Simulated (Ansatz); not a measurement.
# SiAsH4 (doublet): from Hartree-Fock to the top rungs, cc-pVDZ

How much of the correlation energy of SiAsH4 (doublet) does each wave-function method recover here?

Computed with Ansatz 0.2.0, Gaussian basis. Level: cc-pVDZ, core rule «outside noble gas», up to 19 orbitals frozen.

The runs, in order: UHF; CCSD(T) on ROHF; CCSD(T) on UHF; BCCD(T) on ROHF; CISD; CCSDT(Q) on ROHF; CCSDT(Q) on UHF.

23 further runs of the same task are left out: 1 for a known fault of the program, 8 that didn't finish, 14 set aside as unsound or not needed.

### 1 What is computed

The geometry is a PBE0/def2-TZVP stationary point (not a proven minimum). No spin-orbit coupling is included. The filled d shell of As may be among the frozen orbitals whatever the setting's name suggests; the logs give the count.

6 atoms, charge 0, spin multiplicity 2.

Atoms are counted from 1 here; the program's logs count them from 0.

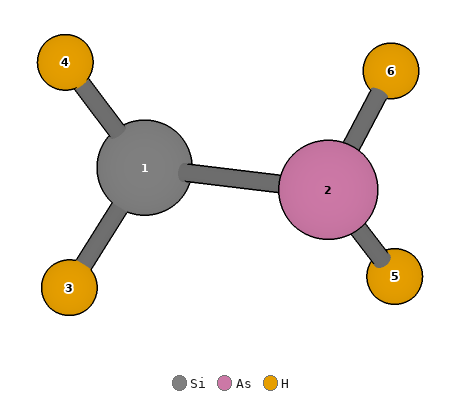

The geometry (silicon grey, arsenic pink, hydrogen amber); atoms are numbered from 1 in the order of the file.

### 2 UHF

Input file in.yaml:

```yaml
crystal:
  periodic: [false, false, false]
  atoms:
    - {symbol: Si, position_ang: [-0.124629, 0.000001, 1.681959]}
    - {symbol: As, position_ang: [0.057778, 0.000000, -0.667422]}
    - {symbol: H, position_ang: [0.561776, -1.209969, 2.222531]}
    - {symbol: H, position_ang: [0.561775, 1.209971, 2.222530]}
    - {symbol: H, position_ang: [-0.972792, -1.104005, -0.850585]}
    - {symbol: H, position_ang: [-0.972793, 1.104003, -0.850586]}
basis:
  gaussian: {orbitals: cc-pVDZ}
magnetization: {spin_polarized: true, initial_magnetization: 1}
hamiltonian: {xc: hf}
output: {orbitals: {seedname: orbitals}}
```

The run is started by

```console
$ ansatz run in.yaml --threads 1 --pin off --events-out ev --progress --plain --max-ram 2393MiB
```

Further steps of the session: CCSD(T) on ROHF; CCSD(T) on UHF; BCCD(T) on ROHF; CISD; CCSDT(Q) on ROHF; CCSDT(Q) on UHF.

Q: Predict the results of all the runs planned. Wanted: UCCSDT(Q) below the RHF energy; RMP2 from UCCSDT(Q); UMP2 from UCCSDT(Q); RCCSD from UCCSDT(Q); RCCSD(T) from UCCSDT(Q); UCCSD(T) from UCCSDT(Q); RCCSDT(Q) from UCCSDT(Q); T1 diagnostic.

The runs gave:

```
                         quantity                                                   value
   UCCSDT(Q) below the RHF energy                                              -6.8946 eV
              RMP2 from UCCSDT(Q)                                             +1394.0 meV
              UMP2 from UCCSDT(Q)                                             +1389.1 meV
             RCCSD from UCCSDT(Q)                                              +226.6 meV
          RCCSD(T) from UCCSDT(Q)                                               +42.0 meV
          UCCSD(T) from UCCSDT(Q)                                               +41.7 meV
         RCCSDT(Q) from UCCSDT(Q)                                                +0.7 meV
levels within 1 kcal/mol (43 meV)  RCCSD(T), UCCSD(T), BCCD(T), RCCSDT, UCCSDT, RCCSDT(Q)
                    T1 diagnostic                                                   0.020
```

**Reading.** RCCSD(T) lands +42.0 meV from the yardstick (0.6 % of the correlation energy). These misses are within one basis, not against nature; the frozen cores of restricted and unrestricted runs differ, which can shift their rows.
